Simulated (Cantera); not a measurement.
A closed system holds: 1 mol Ta2O5, 6.5 mol CO, 0.47 mol H2, held at 0.190 bar.

Method: chemical equilibrium by Gibbs-energy minimisation in Cantera with the NASA 1993 tables (ideal gas, pure condensed phases). Candidate condensed phases: C, C6H6, C7H8, C8H18, H2O, Ta, TaC, Ta2O5; 113 gas species. Mutual solubility and eutectic melting of coexisting phases are not modelled. TaC: taken at fixed stoichiometry. Condensed phases not in the tables: Ta2C. The numbers say what is thermodynamically allowed, not how fast it happens.

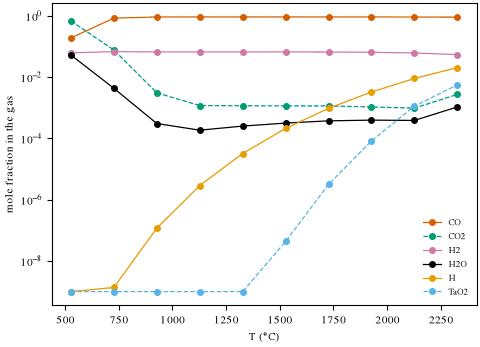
Fig. 1. Equilibrium gas composition (values under 1e-9 drawn at 1e-9)

### Question
Read off the mole fractions at 1327 °C.

### Answer
CO about 0.93, H2 about 0.067, CO2 about 0.0012, H2O about 0.00025, H about 3.2e-5.
